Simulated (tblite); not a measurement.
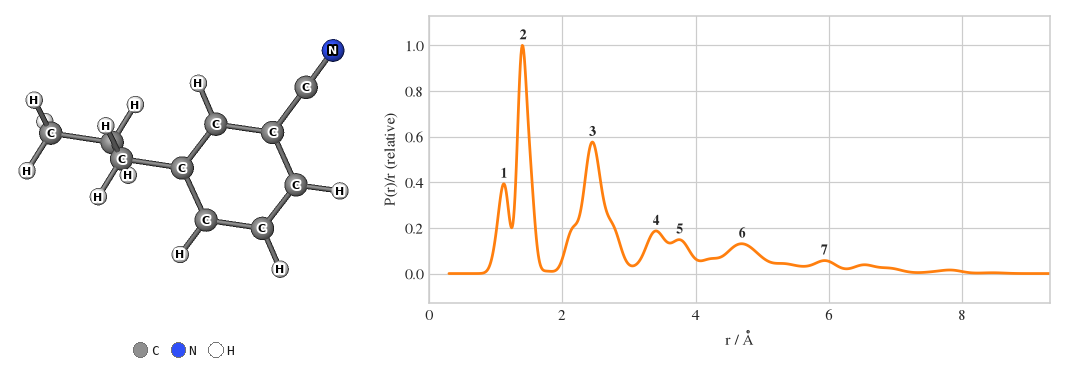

Simulated gas electron diffraction: radial distribution curve of C10H11N. Each pair of atoms contributes with weight ZᵢZⱼ/r; damping constant 0.001 Å²; vibrational amplitudes assumed, not computed: 0.05 Å for bonds, 0.078 Å for bonds to H, 0.06 + 0.015 r up to 0.15 Å for other pairs. The geometry is the end point of an optimisation (GFN2-xTB geometry optimisation, gas phase (tblite 0.8.0)); it may be a saddle point or a higher isomer. SMILES: CCCc1cccc(C#N)c1.

### Read the positions of the numbered peaks and name the main pairs (– for bonds).

Peak 1, 1.12 Å: C–H 1.08–1.09 Å (×11), N–C 1.15 Å, not resolved
Peak 2, 1.40 Å: C–C 1.38–1.53 Å (×10), not resolved
Peak 3, 2.45 Å: C···C 2.39–2.53 Å (×12), N···C 2.56 Å, not resolved; in its flanks C···H 2.13–2.78 Å, C···C 2.76–2.80 Å
Peak 4, 3.40 Å: C···C 3.31–3.32 Å (×2), C···H 3.35–3.47 Å (×13), N···C 3.46–3.48 Å (×2), not resolved
Peak 5, 3.75 Å: C···C 3.69–3.85 Å (×5), C···H 3.69–4.02 Å (×8), not resolved
Peak 6, 4.69 Å: C···H 4.52–4.95 Å (×16), C···C 4.52–4.93 Å (×5), N···C 4.79 Å (×2), not resolved; in its flanks C···H 4.16–5.39 Å, C···C 4.17–5.57 Å, N···C 5.32 Å
Peak 7, 5.93 Å: C···H 5.75–6.13 Å (×5), N···H 5.84–5.93 Å (×2), N···C 5.94 Å, C···C 5.95 Å (×2), not resolved
